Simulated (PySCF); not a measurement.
## Geometry relaxation, with input and output: C2H6AlNO (part 1 of 2)

- system: C2H6AlNO
- method: PBE0-D3(BJ)/def2-SVP geometry optimisation, gas phase (PySCF 2.14.0)

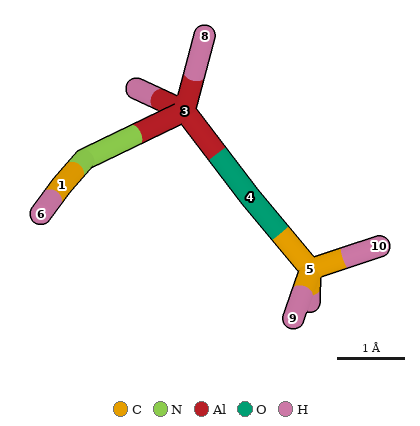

Fig. 1: The input geometry (stick view, seen at a tilt; atoms are numbered from 1 in the order of the input). Sticks mark near contacts. Bond lengths as drawn: Al–H 1.53 to 1.57 Å, Al–N 2.05 Å, Al–O 1.62 Å, C–H 1.07 to 1.11 Å, C–N 1.14 Å and C–O 1.41 Å.

### Input file
```
{"job": {"xc": "PBE0", "basis": "def2-SVP", "d3": "d3bj", "grid": 1, "shake": 0.01, "kind": "geom"}, "charge": 0, "multiplicity": 1}
C      2.501810     0.995070    -0.207000
N      1.884690     0.117770    -0.591250
Al     0.448780    -1.301440    -0.255640
O     -0.795110    -0.308030     0.048790
C     -1.952730     0.469740     0.285260
H      3.040310     1.856140     0.127100
H      0.451430    -2.113270    -1.552780
H      1.238110    -1.815420     1.003370
H     -1.657290     1.524480     0.473300
H     -2.476560     0.120350     1.198180
H     -2.645330     0.428780    -0.545000
```

The first line tells a small driver script what to run in PySCF; the rest is the geometry in Å.

Hardware: 1 CPU thread, shared host.

Launched with:
```bash
OMP_NUM_THREADS=1 python <driver script> task.json out
```

### The program's output
```
step   0  E = -451.62419500  max force = 0.066687
step   1  E = -451.63360849  max force = 0.011382
step   2  E = -451.63418488  max force = 0.003807
step   3  E = -451.63476968  max force = 0.005787
step   4  E = -451.63524301  max force = 0.007204
step   5  E = -451.63570731  max force = 0.005382
step   6  E = -451.63588653  max force = 0.002041
step   7  E = -451.63598287  max force = 0.001843
step   8  E = -451.63601370  max force = 0.001752
step   9  E = -451.63606175  max force = 0.001380
step  10  E = -451.63613231  max force = 0.001699
step  11  E = -451.63623448  max force = 0.002097
step  12  E = -451.63630006  max force = 0.002347
step  13  E = -451.63648361  max force = 0.003019
step  14  E = -451.63677799  max force = 0.004903
step  15  E = -451.63723785  max force = 0.006146
step  16  E = -451.63777286  max force = 0.004547
step  17  E = -451.63762494  max force = 0.004600
step  18  E = -451.63815394  max force = 0.001570
step  19  E = -451.63826877  max force = 0.000931
step  20  E = -451.63835503  max force = 0.001628
step  21  E = -451.63838905  max force = 0.001588
step  22  E = -451.63844887  max force = 0.001333
step  23  E = -451.63851885  max force = 0.001728
step  24  E = -451.63863570  max force = 0.002494
step  25  E = -451.63871477  max force = 0.001956
step  26  E = -451.63876797  max force = 0.000440
step  27  E = -451.63877563  max force = 0.000211
optimisation converged
```

### Trajectory as extended XYZ (Å, eV, eV/Å), 28 frames, from step=0 to step=27
```
11
Properties=species:S:1:pos:R:3:forces:R:3 step=0 energy=-12289.32031
C     2.5018    0.9951   -0.2070    0.5099   0.8635  -0.0150
N     1.8847    0.1178   -0.5913   -0.4463  -0.6586  -0.1639
Al    0.4488   -1.3014   -0.2556    1.4299  -1.2912   0.0123
O    -0.7951   -0.3080    0.0488   -3.4292   2.4489   0.6790
C    -1.9527    0.4697    0.2853    2.0072  -0.7285   0.6869
H     3.0403    1.8561    0.1271    0.3344   0.3162   0.1784
H     0.4514   -2.1133   -1.5528   -0.0023  -0.5530  -0.8425
H     1.2381   -1.8154    1.0034    0.2050  -0.2845   0.3652
H    -1.6573    1.5245    0.4733   -0.1898  -0.1242  -0.1445
H    -2.4766    0.1203    1.1982    0.0172   0.0079  -0.1479
H    -2.6453    0.4288   -0.5450   -0.4358   0.0033  -0.6080
11
Properties=species:S:1:pos:R:3:forces:R:3 step=1 energy=-12289.57646
C     2.5350    1.0493   -0.2174   -0.0621   0.0159  -0.1378
N     1.8762    0.1532   -0.5057   -0.0145  -0.0271   0.1802
Al    0.4315   -1.3846   -0.2348   -0.2811   0.2335   0.0376
O    -0.8665   -0.3128    0.0827    0.5853  -0.4658  -0.1238
C    -1.9327    0.5026    0.2936   -0.2283  -0.0055  -0.0041
H     3.1295    1.9086    0.0585    0.0598  -0.0081  -0.0162
H     0.4437   -2.2005   -1.6106   -0.0058   0.1204   0.0413
H     1.1994   -1.9925    1.0315   -0.0510  -0.0054  -0.0073
H    -1.6211    1.5490    0.4865   -0.0351   0.0587  -0.0478
H    -2.5265    0.1874    1.1756   -0.0233   0.0170  -0.0064
H    -2.6299    0.5155   -0.5727    0.0562   0.0663   0.0844
11
Properties=species:S:1:pos:R:3:forces:R:3 step=2 energy=-12289.59215
C     2.5614    1.0498   -0.2264   -0.0092   0.0224  -0.1357
N     1.8842    0.1584   -0.4840   -0.0215  -0.0301   0.1958
Al    0.4356   -1.3728   -0.2136   -0.1760   0.1234  -0.0504
O    -0.8638   -0.3170    0.0941    0.1107  -0.0681   0.0429
C    -1.9466    0.4899    0.2933   -0.0233  -0.0281   0.0109
H     3.1865    1.8986    0.0149    0.0241  -0.0166  -0.0147
H     0.4280   -2.1419   -1.6087    0.0565   0.0220  -0.0173
H     1.1897   -2.0083    1.0449   -0.0224  -0.0023   0.0021
H    -1.6526    1.5413    0.4936    0.0092  -0.0062  -0.0218
H    -2.5567    0.1674    1.1615    0.0247  -0.0131  -0.0113
H    -2.6272    0.5099   -0.5824    0.0272  -0.0032  -0.0005
11
Properties=species:S:1:pos:R:3:forces:R:3 step=3 energy=-12289.60806
C     2.6017    1.0436   -0.2450    0.0684   0.0065  -0.1400
N     1.8908    0.1633   -0.4407   -0.0511  -0.0107   0.1933
Al    0.4247   -1.3485   -0.1967    0.1366  -0.0638  -0.0670
O    -0.8709   -0.3122    0.1114   -0.2976   0.2504   0.1270
C    -1.9723    0.4759    0.3007    0.1023  -0.0009  -0.0083
H     3.2788    1.8696   -0.0732   -0.0192  -0.0100   0.0026
H     0.4733   -2.0674   -1.6124    0.0330  -0.0362  -0.0775
H     1.1372   -2.0148    1.0668    0.0144  -0.0294   0.0167
H    -1.6999    1.5288    0.5248    0.0294  -0.0472   0.0208
H    -2.6006    0.1258    1.1439    0.0273  -0.0150  -0.0011
H    -2.6242    0.5110   -0.5923   -0.0437  -0.0437  -0.0665
11
Properties=species:S:1:pos:R:3:forces:R:3 step=4 energy=-12289.62094
C     2.6609    1.0308   -0.2689    0.0970  -0.0469  -0.1422
N     1.9058    0.1735   -0.3810   -0.0754   0.0259   0.1890
Al    0.4175   -1.3130   -0.1707    0.2895  -0.1791  -0.1049
O    -0.8854   -0.2963    0.1373   -0.3704   0.3177   0.1378
C    -2.0101    0.4617    0.3066    0.1093   0.0184  -0.0323
H     3.3923    1.8230   -0.1840   -0.0341   0.0172   0.0205
H     0.5191   -1.9699   -1.6163    0.0175  -0.0541  -0.0567
H     1.0892   -2.0274    1.0904    0.0171  -0.0217  -0.0052
H    -1.7660    1.5133    0.5638    0.0110  -0.0326   0.0359
H    -2.6550    0.0743    1.1189   -0.0086   0.0003   0.0113
H    -2.6297    0.5053   -0.6089   -0.0529  -0.0451  -0.0532
11
Properties=species:S:1:pos:R:3:forces:R:3 step=5 energy=-12289.63357
C     2.7454    0.9993   -0.3041    0.0968  -0.0759  -0.0962
N     1.9310    0.1910   -0.2869   -0.0805   0.0636   0.1214
Al    0.4144   -1.2589   -0.1362    0.2768  -0.1878  -0.0996
O    -0.9060   -0.2635    0.1782   -0.2606   0.2508   0.1075
C    -2.0650    0.4475    0.3146    0.0695  -0.0010  -0.0632
H     3.5358    1.7362   -0.3438   -0.0360   0.0371   0.0314
H     0.5948   -1.8342   -1.6157   -0.0252  -0.0409  -0.0075
H     1.0331   -2.0444    1.1104    0.0097  -0.0120  -0.0187
H    -1.8713    1.4956    0.6203    0.0014  -0.0100   0.0238
H    -2.7327    0.0084    1.0808   -0.0223   0.0017   0.0113
H    -2.6410    0.4982   -0.6305   -0.0297  -0.0255  -0.0102
11
Properties=species:S:1:pos:R:3:forces:R:3 step=6 energy=-12289.63845
C     2.7708    0.9879   -0.3128    0.0543  -0.0562  -0.0474
N     1.9406    0.1981   -0.2504   -0.0615   0.0495   0.0581
Al    0.4189   -1.2442   -0.1245    0.1050  -0.0937  -0.0839
O    -0.9099   -0.2491    0.1958   -0.0284   0.0998   0.0754
C    -2.0795    0.4452    0.3143    0.0071  -0.0154  -0.0462
H     3.5673    1.7153   -0.3873   -0.0191   0.0280   0.0227
H     0.6038   -1.7964   -1.6151   -0.0187  -0.0208   0.0176
H     1.0279   -2.0579    1.1082    0.0004  -0.0016  -0.0127
H    -1.9046    1.4923    0.6328   -0.0086   0.0089   0.0032
H    -2.7550   -0.0073    1.0666   -0.0198   0.0047   0.0046
H    -2.6417    0.4912   -0.6404   -0.0108  -0.0032   0.0086
11
Properties=species:S:1:pos:R:3:forces:R:3 step=7 energy=-12289.64107
C     2.7722    0.9857   -0.3116   -0.0018  -0.0277  -0.0004
N     1.9400    0.1988   -0.2369   -0.0179   0.0344   0.0001
Al    0.4228   -1.2470   -0.1253   -0.0329  -0.0041  -0.0443
O    -0.9043   -0.2425    0.2064    0.0948   0.0084   0.0561
C    -2.0775    0.4477    0.3126   -0.0274  -0.0286  -0.0287
H     3.5589    1.7239   -0.3861   -0.0044   0.0033   0.0080
H     0.5955   -1.8006   -1.6171   -0.0105   0.0016   0.0170
H     1.0351   -2.0714    1.0978   -0.0056   0.0001   0.0000
H    -1.9100    1.4968    0.6297   -0.0016   0.0076  -0.0147
H    -2.7582   -0.0022    1.0628    0.0006  -0.0014  -0.0048
H    -2.6358    0.4859   -0.6452    0.0067   0.0065   0.0117
11
Properties=species:S:1:pos:R:3:forces:R:3 step=8 energy=-12289.64191
C     2.7686    0.9862   -0.3106    0.0000  -0.0098   0.0076
N     1.9369    0.1989   -0.2364   -0.0164   0.0154  -0.0085
Al    0.4230   -1.2494   -0.1255   -0.0374   0.0044  -0.0367
O    -0.8999   -0.2407    0.2114    0.0901   0.0064   0.0597
C    -2.0742    0.4485    0.3118   -0.0265  -0.0242  -0.0191
H     3.5526    1.7275   -0.3818   -0.0007   0.0003   0.0041
H     0.5886   -1.8031   -1.6174   -0.0065   0.0005   0.0094
H     1.0380   -2.0754    1.0949   -0.0057  -0.0008   0.0012
H    -1.9087    1.4987    0.6263   -0.0004   0.0065  -0.0164
H    -2.7565    0.0006    1.0618   -0.0003  -0.0032  -0.0070
H    -2.6299    0.4835   -0.6474    0.0040   0.0045   0.0057
11
Properties=species:S:1:pos:R:3:forces:R:3 step=9 energy=-12289.64322
C     2.7641    0.9868   -0.3095    0.0086   0.0094   0.0123
N     1.9326    0.1994   -0.2375   -0.0161  -0.0076  -0.0136
Al    0.4223   -1.2515   -0.1254   -0.0143  -0.0029  -0.0342
O    -0.8929   -0.2374    0.2207    0.0470   0.0284   0.0709
C    -2.0701    0.4489    0.3108   -0.0157  -0.0167  -0.0045
H     3.5468    1.7298   -0.3765    0.0013  -0.0008   0.0009
H     0.5785   -1.8043   -1.6178   -0.0037  -0.0031   0.0000
H     1.0414   -2.0795    1.0915   -0.0047  -0.0027   0.0009
H    -1.9090    1.5009    0.6217    0.0019   0.0039  -0.0197
H    -2.7544    0.0034    1.0603   -0.0041  -0.0074  -0.0110
H    -2.6208    0.4787   -0.6511   -0.0003  -0.0005  -0.0020
11
Properties=species:S:1:pos:R:3:forces:R:3 step=10 energy=-12289.64514
C     2.7607    0.9868   -0.3083    0.0099   0.0225   0.0175
N     1.9284    0.2001   -0.2392   -0.0068  -0.0251  -0.0197
Al    0.4211   -1.2524   -0.1244    0.0127  -0.0118  -0.0353
O    -0.8834   -0.2309    0.2364    0.0037   0.0503   0.0874
C    -2.0659    0.4488    0.3097   -0.0055  -0.0078   0.0103
H     3.5428    1.7308   -0.3703    0.0030  -0.0021  -0.0023
H     0.5627   -1.8029   -1.6186   -0.0011  -0.0064  -0.0084
H     1.0470   -2.0842    1.0863   -0.0043  -0.0046   0.0001
H    -1.9132    1.5038    0.6152    0.0036   0.0030  -0.0246
H    -2.7536    0.0057    1.0574   -0.0097  -0.0129  -0.0166
H    -2.6080    0.4694   -0.6570   -0.0057  -0.0050  -0.0083
11
Properties=species:S:1:pos:R:3:forces:R:3 step=11 energy=-12289.64792
C     2.7584    0.9862   -0.3069    0.0087   0.0319   0.0215
N     1.9244    0.2010   -0.2422    0.0066  -0.0399  -0.0255
Al    0.4189   -1.2517   -0.1227    0.0487  -0.0246  -0.0397
O    -0.8711   -0.2210    0.2594   -0.0483   0.0770   0.1078
C    -2.0615    0.4481    0.3084    0.0074   0.0034   0.0301
H     3.5412    1.7301   -0.3627    0.0042  -0.0029  -0.0053
H     0.5402   -1.7983   -1.6195    0.0003  -0.0099  -0.0165
H     1.0549   -2.0888    1.0790   -0.0045  -0.0072  -0.0013
H    -1.9221    1.5071    0.6062    0.0052   0.0030  -0.0326
H    -2.7538    0.0075    1.0533   -0.0178  -0.0204  -0.0249
H    -2.5910    0.4548   -0.6651   -0.0106  -0.0104  -0.0136
11
Properties=species:S:1:pos:R:3:forces:R:3 step=12 energy=-12289.64970
C     2.7686    0.9839   -0.3073   -0.0093   0.0074   0.0172
N     1.9319    0.2013   -0.2430    0.0125  -0.0159  -0.0205
Al    0.4197   -1.2451   -0.1200   -0.0044  -0.0038  -0.0488
O    -0.8715   -0.2144    0.2703    0.0273   0.0413   0.1207
C    -2.0666    0.4469    0.3104   -0.0130  -0.0170  -0.0336
H     3.5545    1.7244   -0.3642    0.0029  -0.0023  -0.0033
H     0.5318   -1.7892   -1.6200    0.0021  -0.0014   0.0004
H     1.0580   -2.0879    1.0765   -0.0049  -0.0009  -0.0017
H    -1.9365    1.5085    0.6024    0.0029  -0.0009  -0.0170
H    -2.7624    0.0023    1.0497   -0.0046  -0.0074  -0.0112
H    -2.5890    0.4445   -0.6675   -0.0116   0.0009  -0.0023
11
Properties=species:S:1:pos:R:3:forces:R:3 step=13 energy=-12289.65470
C     2.7941    0.9759   -0.3085   -0.0291  -0.0333   0.0024
N     1.9498    0.2007   -0.2465    0.0098   0.0334  -0.0066
Al    0.4189   -1.2254   -0.1135   -0.0827   0.0263  -0.0546
O    -0.8690   -0.1935    0.3084    0.1552  -0.0248   0.1227
C    -2.0792    0.4420    0.3135   -0.0502  -0.0479  -0.1311
H     3.5897    1.7059   -0.3676   -0.0017  -0.0008   0.0029
H     0.5088   -1.7615   -1.6203   -0.0057   0.0144   0.0222
H     1.0671   -2.0815    1.0676   -0.0061   0.0035   0.0026
H    -1.9777    1.5099    0.5914   -0.0062   0.0033   0.0068
H    -2.7834   -0.0121    1.0390    0.0101   0.0142   0.0111
H    -2.5806    0.4148   -0.6765    0.0065   0.0117   0.0216
11
Properties=species:S:1:pos:R:3:forces:R:3 step=14 energy=-12289.66271
C     2.8230    0.9647   -0.3105   -0.0400  -0.0694  -0.0157
N     1.9689    0.1999   -0.2512    0.0018   0.0832   0.0098
Al    0.4150   -1.1993   -0.1021   -0.1328   0.0444  -0.0614
O    -0.8616   -0.1642    0.3681    0.2521  -0.0808   0.1176
C    -2.0909    0.4335    0.3147   -0.0753  -0.0674  -0.1824
H     3.6310    1.6810   -0.3719   -0.0065   0.0028   0.0102
H     0.4648   -1.7177   -1.6188   -0.0103   0.0218   0.0404
H     1.0827   -2.0731    1.0545   -0.0112   0.0045   0.0055
H    -2.0306    1.5084    0.5748   -0.0144   0.0140   0.0115
H    -2.8072   -0.0300    1.0220    0.0120   0.0251   0.0194
H    -2.5567    0.3719   -0.6923    0.0244   0.0218   0.0451
```
